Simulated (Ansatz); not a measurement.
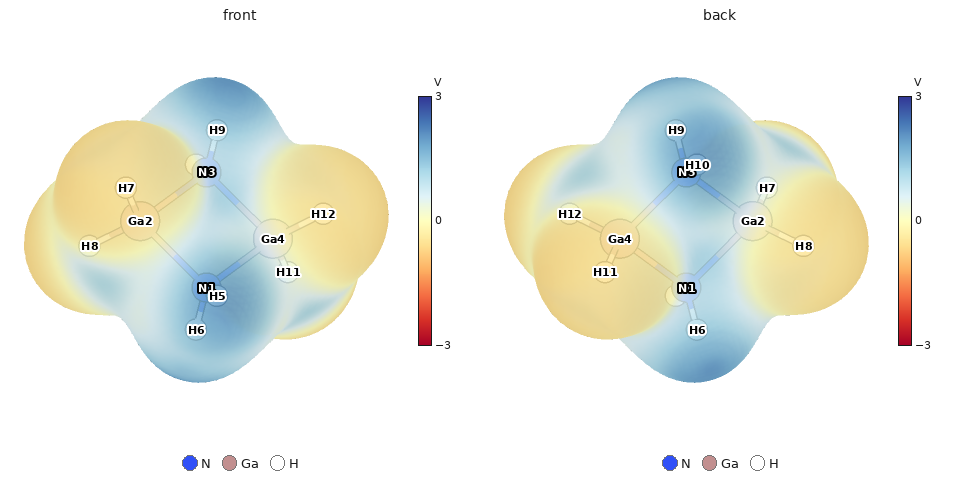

*Ga2H8N2 (SMILES [NH2+]1[GaH2-][NH2+][GaH2-]1). The electrostatic potential painted on the density surface at 0.002 e/bohr³, seen from the front and from behind; red is negative and blue positive.*

Geometry: PBE0-D4/def2-TZVP.

The calculation used RKS PBE0-D4/def2-TZVPP (Ansatz).

Input

```
crystal:
  periodic: [false, false, false]
  atoms:
    - {symbol: N, position_ang: [-1.252655, 0.479658, -0.332775]}
    - {symbol: Ga, position_ang: [-0.377153, 0.000447, 1.420382]}
    - {symbol: N, position_ang: [1.254501, -0.474475, 0.333249]}
    - {symbol: Ga, position_ang: [0.375596, -0.004819, -1.420791]}
    - {symbol: H, position_ang: [-2.072425, -0.073717, -0.548935]}
    - {symbol: H, position_ang: [-1.522416, 1.452725, -0.406059]}
    - {symbol: H, position_ang: [-1.027302, -1.309997, 1.990172]}
    - {symbol: H, position_ang: [-0.098252, 1.307793, 2.243626]}
    - {symbol: H, position_ang: [1.531680, -1.445289, 0.408484]}
    - {symbol: H, position_ang: [2.070032, 0.085586, 0.548283]}
    - {symbol: H, position_ang: [1.026686, 1.299946, -2.002458]}
    - {symbol: H, position_ang: [0.091708, -1.317850, -2.233179]}
basis:
  gaussian: {orbitals: def2-TZVPP}
hamiltonian: {xc: pbe0, dispersion: d4}
output: {orbitals: {seedname: orbitals}}
```

Command:

```sh
ansatz run in.yaml --threads 4 --pin off --events-out ev --progress --plain --max-ram 11315MiB
```

Question: Which sites attract a positive test charge, and which a negative one?

Answer: A positive charge is drawn to the negative regions and a negative charge to the positive ones. The most negative region (about −0.6 V, or −14 kcal/mol for a unit charge) lies over H7, H8, H11 and H12, the most positive (about +2.0 V, or +46 kcal/mol for a unit charge) over H5, H6, H9 and H10.
